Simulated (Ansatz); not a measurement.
```
atom    x (Å)    y (Å)    z (Å)
  Zn  -0.4236   2.3926  -0.4005
  Zn   0.0032   0.0009   0.0018
  Zn   0.4204  -2.3935   0.3987
```

Geometry: PBE0/def2-TZVP.

Computed with UKS PBE0/def2-TZVP in Ansatz 0.2.0.

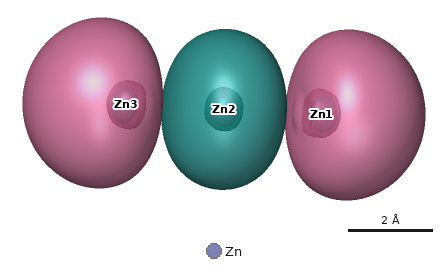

Zn···Zn···Zn (triplet). One frontier orbital at ±0.05 Å⁻³ᐟ² (teal and pink are the two phases), seen from one side.

Q: Which orbital is it: HOMO (β) or LUMO (β)?

A: The LUMO (β), at −3.08 eV. By Hirshfeld shares it lies mainly on Zn1 (about 35 %), Zn3 (about 35 %) and Zn2 (about 25 %); it is of σ type; it is gerade (even under inversion).
